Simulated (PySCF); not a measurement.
B(Me)(OH)(SeH), CH₅BOSe, SMILES CB(O)[SeH] at its PBE0/def2-SVP optimised geometry (Å):

```
9

B      0.1390     0.1156     0.0000
C      1.7147     0.1156     0.0000
H      2.0942    -0.3769    -0.9123
H      2.1005    -0.4624     0.8577
H      2.1603     1.1191     0.0457
O     -0.6057    -1.0186    -0.0041
H     -0.0700    -1.8193    -0.0028
Se    -0.8182     1.8193     0.0000
H     -2.1603     1.2189    -0.0082
```

Calculation: PBE0/def2-TZVP run with PySCF.

Map of the electrostatic potential (hartree/e), clipped to [-0.08, 0.12] on the plane z = 1.2 Å:

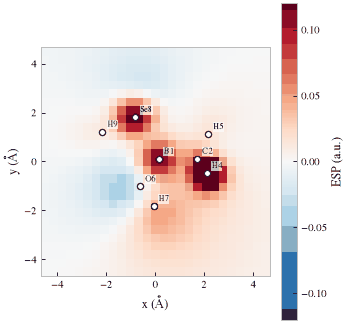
Fig. 1. Electrostatic potential (hartree/e), clipped to [-0.08, 0.12] on the plane z = 1.2 Å.
